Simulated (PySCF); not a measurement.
# One shape, several levels: CH6SSi2 (SMILES [SiH3][SiH]1CS1)

Aim: a comparison of 5 runs (M06-2X/6-31G, B3LYP/6-31G*, PBE0/6-31+G*, PBE0/def2-SVP) of CH6SSi2. The job is set up through a Python script.

The results are computed with PySCF 2.14.0.

### Step 1. The structure to begin with

CH6SSi2: 10 atoms, total charge 0, spin state singlet. SMILES: `[SiH3][SiH]1CS1`. The shape is that of a PBE0-D4/def2-TZVP optimisation.

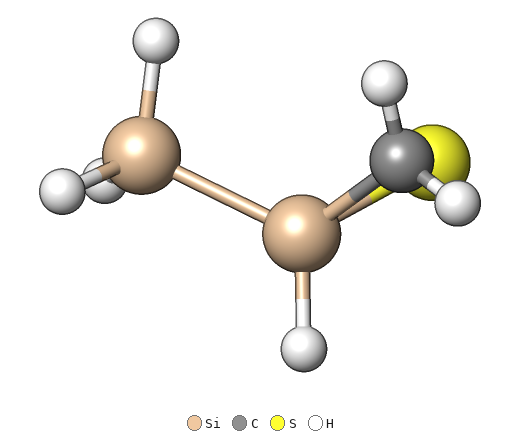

The structure, seen from a chosen angle (silicon light orange, carbon grey, sulfur yellow, hydrogen white).

### Step 2. Energy and gradient at M06-2X/6-31G (run 1)

Contents of input.py:

```python
import pyscf.grad
from pyscf import gto, dft

mol = gto.M(
    atom=[
    ('Si', (-1.386300, 0.779300, -0.837600)),
    ('Si', (-0.108800, -0.724100, 0.393800)),
    ('C', (1.643800, -0.286200, 0.791300)),
    ('S', (1.569000, -1.537300, -0.570300)),
    ('H', (-0.452700, 1.677100, -1.564800)),
    ('H', (-2.262000, 1.586000, 0.055300)),
    ('H', (-2.240100, 0.048300, -1.810200)),
    ('H', (-0.816800, -1.597100, 1.362800)),
    ('H', (2.089200, -0.668600, 1.704900)),
    ('H', (2.047800, 0.671500, 0.478000)),
],
    verbose=4,
    max_memory=1860,
    basis='6-31g',
)

ks = dft.RKS(mol, xc='m06-2x')
ks.grids.level = 5
ks.conv_tol = 1e-10
ks.kernel()
if not ks.converged:
    ks = ks.newton().run(ks.mo_coeff, ks.mo_occ)

energy = ks.e_tot
print(f'total energy: {energy:.8f} hartree')
grad = ks.Gradients().kernel()
ks.analyze()
```

Started as:

```
OMP_NUM_THREADS=1 python input.py
```

Output:

```text
PySCF version 2.14.0

[... 99 lines left out ...]
DFT Exchange-Correlation Energy =      -75.129718156873409
[... 13 lines left out ...]
MO #12  energy= -3.89829242883261  occ= 2
[... 11 lines left out ...]
MO #24  energy= -0.421769173404336 occ= 2
[... 11 lines left out ...]
MO #36  energy= 0.154910776516048  occ= 0
[... 11 lines left out ...]
MO #48  energy= 0.451077227718194  occ= 0
[... 11 lines left out ...]
MO #60  energy= 1.14004587242164   occ= 0
[... 73 lines left out ...]
Dipole moment(X, Y, Z, Debye): -1.57517,  1.52827,  1.30520
```

It took 26 s on 1 thread of Intel Xeon Platinum 8488C (Sapphire Rapids), shared host; peak memory 0.61 GiB.

### Step 3. Energy and forces at B3LYP/6-31G(d) (spherical functions) (run 2)

Contents of run.py:

```python
import pyscf.grad
from pyscf import gto, dft

system = gto.M(
    atom='''
Si      -1.386300       0.779300      -0.837600
Si      -0.108800      -0.724100       0.393800
C        1.643800      -0.286200       0.791300
S        1.569000      -1.537300      -0.570300
H       -0.452700       1.677100      -1.564800
H       -2.262000       1.586000       0.055300
H       -2.240100       0.048300      -1.810200
H       -0.816800      -1.597100       1.362800
H        2.089200      -0.668600       1.704900
H        2.047800       0.671500       0.478000
''',
    verbose=4,
    basis='6-31g*',
    max_memory=1860,
    charge=0,
)

mf = dft.RKS(system)
mf.xc = 'b3lyp'
mf.conv_tol = 1e-10
mf.grids.level = 5
mf.kernel()
if not mf.converged:
    mf = mf.newton().run(mf.mo_coeff, mf.mo_occ)

e_tot = mf.e_tot
print('E = %.10f Eh' % e_tot)
grad = mf.Gradients().kernel()
dip = mf.dip_moment()
pop, q = mf.mulliken_pop()
```

Started as:

```
OMP_NUM_THREADS=1 python run.py
```

Output:

```text
PySCF version 2.14.0

[... 78 lines left out ...]
converged SCF energy = -1018.8798214623
[... 13 lines left out ...]
Dipole moment(X, Y, Z, Debye): -1.11966,  1.29951,  1.15049
[... 91 lines left out ...]
charge of    9H =      0.19573
```

Wall time 29 s (1 thread of Intel Xeon Platinum 8488C (Sapphire Rapids), shared host); peak memory 0.79 GiB.

Runs 3 to 4 aren't shown in full; the table further down has their settings and results.

### Step 4. Energy and forces at PBE0/def2-SVP (run 5)

Contents of mol.xyz:

```xyz
10

Si    -1.386300     0.779300    -0.837600
Si    -0.108800    -0.724100     0.393800
C      1.643800    -0.286200     0.791300
S      1.569000    -1.537300    -0.570300
H     -0.452700     1.677100    -1.564800
H     -2.262000     1.586000     0.055300
H     -2.240100     0.048300    -1.810200
H     -0.816800    -1.597100     1.362800
H      2.089200    -0.668600     1.704900
H      2.047800     0.671500     0.478000
```

Contents of job.py:

```python
from pyscf import gto, dft

molecule = gto.M(
    atom='mol.xyz',
    max_memory=1860,
    basis='def2-svp',
    verbose=3,
    charge=0,
)

myscf = dft.RKS(molecule)
myscf.xc = 'pbe0'
myscf.conv_tol = 1e-10
myscf.grids.level = 5
myscf.kernel()
if not myscf.converged:
    myscf = myscf.newton().run(myscf.mo_coeff, myscf.mo_occ)

e_final = myscf.e_tot
print('E = %.10f Eh' % e_final)
grad = myscf.nuc_grad_method().kernel()
myscf.analyze()
```

Started as:

```
OMP_NUM_THREADS=1 python job.py
```

Output:

```text
converged SCF energy = -1018.11284583889
[... 22 lines left out ...]
MO #13  energy= -3.68835004843315  occ= 2
[... 16 lines left out ...]
MO #30  energy= 0.00627117962403112 occ= 0
[... 16 lines left out ...]
MO #47  energy= 0.424806024550002  occ= 0
[... 16 lines left out ...]
MO #64  energy= 0.735975309651577  occ= 0
[... 16 lines left out ...]
MO #81  energy= 1.63427562942416   occ= 0
[... 16 lines left out ...]
MO #98  energy= 2.91911033912566   occ= 0
[... 11 lines left out ...]
Dipole moment(X, Y, Z, Debye): -0.96608,  1.12648,  1.03482
```

Wall time 32 s (1 thread of Intel Xeon Platinum 8488C (Sapphire Rapids), shared host); peak memory 0.97 GiB.

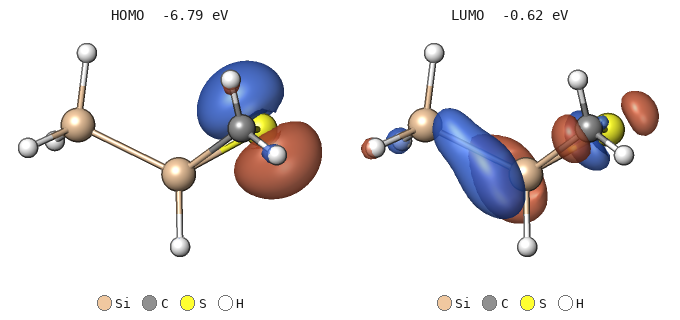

Frontier orbitals of this run, surfaces at ±0.2 Å^-3/2.

### Step 5. Overview of the runs

```csv
run,level,Cartesian functions,energy (Eh),dipole moment (D),HOMO energy (eV),LUMO energy (eV),wall time
1,M06-2X/6-31G,no,-1018.625480,2.55,-7.90,0.11,26 s
2,B3LYP/6-31G* (spherical functions),no,-1018.879821,2.07,-6.46,-0.77,29 s
3,B3LYP/6-31G* (Cartesian functions),yes,-1018.886943,2.06,-6.46,-0.77,29 s
4,PBE0/6-31+G* (spherical functions),no,-1018.397537,2.09,-6.85,-0.84,38 s
5,PBE0/def2-SVP,no,-1018.112846,1.81,-6.79,-0.62,32 s
```

### Step 6. What came out

| quantity | value |
| --- | --- |
| run 5: total energy | -1018.11285 Eh |
| run 5: dipole moment | 1.81 D |
| run 5: HOMO energy | -6.79 eV |
| run 5: LUMO energy | -0.62 eV |
| run 5: HOMO–LUMO gap | 6.17 eV |
| run 5: largest force on an atom | 0.394 eV/Å |

What this shows: The dipole moment (its size) runs from 1.81 D (PBE0/def2-SVP) to 2.55 D (M06-2X/6-31G). The two ends differ in method and basis. The HOMO–LUMO gap runs from 5.68 eV (B3LYP/6-31G*) to 8.01 eV (M06-2X/6-31G). Totals of different functionals can't be ranked against each other. All runs together took 2.6 min, the longest 38 s.
